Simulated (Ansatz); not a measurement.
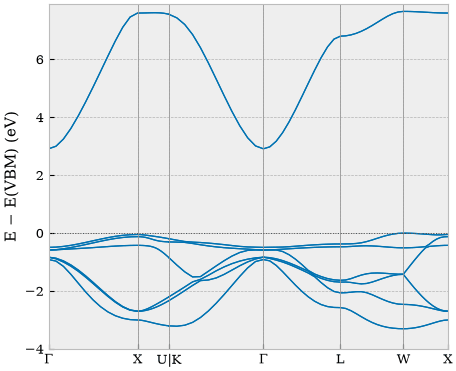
Figure: Band structure from the program Ansatz at the PBE with spin–orbit coupling level (PAW)

Question: Read off the gap and where the band edges lie.

Answer: About 2.9 eV (2.91 eV by a search for the band edges); maximum at W, minimum at Γ.

The material is CdF$_{2}$ (fluorite, Fm-3m).

Symmetry was held in the PBE relaxation; phonons on a q-mesh show no instability.

Potentials: the later of the program's two PAW sets.
